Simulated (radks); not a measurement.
# Nuclear size and the levels of Re

Aim: how the total energy, the levels and the density at the nucleus of Re respond when the nuclear radius is scaled.

The numbers are computed with radks (a radial shooting solver on a logarithmic mesh, Libxc functionals) version 1 (Dirac Kohn-Sham, relativistic LDA (MacDonald-Vosko exchange, VWN5 correlation), spin-unpolarised, spherical densities, finite nucleus; open shells fill j = l - 1/2 first), except any that are marked as measured or tabulated.

## Step 1: The atom as given

```
element            : rhenium (Z = 75)
charge             : 0
electrons          : 75
configuration      : [Xe] 4f14 5d5 6s2
nuclear rms radius : 5.3698 fm
```

## Step 2: rms radius 5.3698 fm

Settings of this run:

```text
Z 75
configuration [Xe] 4f14 5d5 6s2 6p0 7s0
relativity Dirac
functional lda_x_rel,vwn5
spin unpolarised
j_filling energy
nucleus finite rms 5.3698 fm
c 137.035999084
```

## Step 3: rms radius 4.4247 fm

Changes since step 2:

```diff
@@ -6,3 +6,3 @@
 j_filling energy
-nucleus finite rms 5.3698 fm
+nucleus finite rms 4.4247 fm
 c 137.035999084
```

## Step 4: rms radius 4.8704 fm

Changes since step 3:

```diff
@@ -6,3 +6,3 @@
 j_filling energy
-nucleus finite rms 4.4247 fm
+nucleus finite rms 4.8704 fm
 c 137.035999084
```

## Step 5: rms radius 5.5953 fm

Changes since step 4:

```diff
@@ -6,3 +6,3 @@
 j_filling energy
-nucleus finite rms 4.8704 fm
+nucleus finite rms 5.5953 fm
 c 137.035999084
```

## Step 6: rms radius 6.4062 fm

Changes since step 5:

```diff
@@ -6,3 +6,3 @@
 j_filling energy
-nucleus finite rms 5.5953 fm
+nucleus finite rms 6.4062 fm
 c 137.035999084
```

What does the calculation give? Wanted: for each run, rms radius; total energy shift; density at nucleus; 1s1/2 shift; 2s1/2 shift; 5p1/2 shift; 6s1/2 shift; 6p1/2 shift.

**Answer**, as computed:

| rms radius (fm) | total energy shift (eV) | density at nucleus (e/bohr³) | 1s1/2 shift (meV) | 2s1/2 shift (meV) | 5p1/2 shift (meV) | 6s1/2 shift (meV) | 6p1/2 shift (meV) |
| --- | --- | --- | --- | --- | --- | --- | --- |
| 4.4247 | -20.8 | 1.633e+06 | -8378 | -1192 | 0.645 | -0.772 | 0.260 |
| 4.8704 | -11.3 | 1.578e+06 | -4558 | -648 | 0.350 | -0.420 | 0.141 |
| 5.3698 | 0 | 1.524e+06 | 0 | 0 | 0 | 0 | 0 |
| 5.5953 | 5.35 | 1.502e+06 | 2152 | 306 | -0.165 | 0.198 | -0.0667 |
| 6.4062 | 25.8 | 1.431e+06 | 10352 | 1472 | -0.793 | 0.953 | -0.321 |

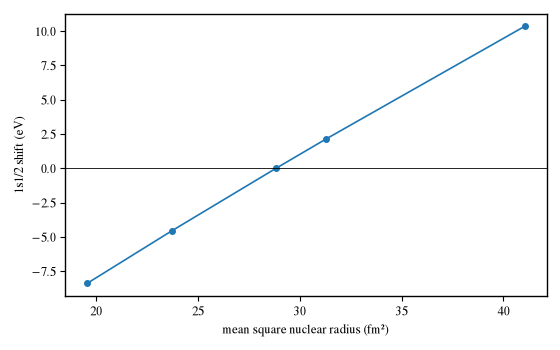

Shift of the 1s1/2 level against the mean square radius.

What this shows: Shifts are against the first run. Over the range the 1s1/2 level moves by 18.7 eV and the 6p1/2 level by -0.581 meV. A larger nucleus binds the 1s electrons less and lowers the density at its centre. These are shifts of eigenvalues, not the field shifts of spectral lines.
